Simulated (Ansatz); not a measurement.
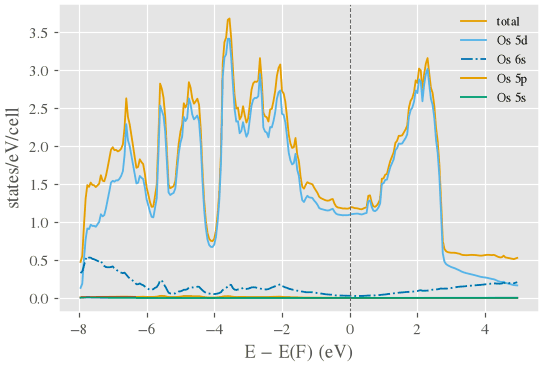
Figure: Total and projected density of states of Os (hcp (Mg type), space group No. 194), the program Ansatz at the PBEsol level (PAW)

Question: Which orbitals carry the states next to the Fermi level?

Answer: Within 0.5 eV of the Fermi level: Os 5d 93 %. Projections are on Löwdin-orthogonalised atomic valence shells; empty p or d shells of many metals are not among them.

Question: Where is the tallest occupied peak in this window, and what makes it?

Answer: Near -3.5 eV, about 3.7 states/eV per cell; the largest projected share is Os 5d.

Space group P6_3/mmc (hcp (Mg type)). The cell was relaxed with PBEsol under the symmetry of its start. The run is not spin-polarised. Spin–orbit coupling is left out wherever it is not named.

Potentials: the later of the program's two PAW sets.
